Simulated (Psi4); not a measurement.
Intermolecular potential of H2 ··· Na+ (SMILES [H][H] and [Na+]) (charge +1). Monomers: optimised at B3LYP-D3(BJ) (def2-TZVP), held rigid. Orientation: lowest of the rigid-body minima from ten starts at GFN2-xTB. R is the distance of the centres of mass, along which the second monomer moves.

Level of theory: SAPT0/jun-cc-pVDZ, all electrons correlated run with Psi4.

Components in kcal/mol:

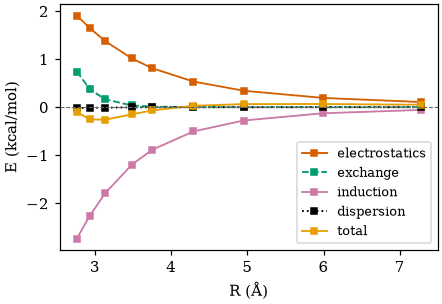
Fig. 1. Components of the interaction energy.

| R / Å | electrostatics | exchange | induction | dispersion | total |
|---|---|---|---|---|---|
| 2.76 | 1.91 | 0.74 | -2.73 | -0.02 | -0.10 |
| 2.93 | 1.64 | 0.37 | -2.26 | -0.01 | -0.25 |
| 3.13 | 1.38 | 0.16 | -1.79 | -0.01 | -0.26 |
| 3.48 | 1.02 | 0.04 | -1.20 | 0.00 | -0.15 |
| 3.75 | 0.81 | 0.01 | -0.89 | 0.00 | -0.07 |
| 4.29 | 0.53 | 0.00 | -0.50 | 0.00 | 0.03 |
| 4.95 | 0.34 | 0.00 | -0.28 | 0.00 | 0.06 |
| 5.99 | 0.19 | 0.00 | -0.13 | 0.00 | 0.07 |
| 7.27 | 0.11 | 0.00 | -0.06 | 0.00 | 0.05 |
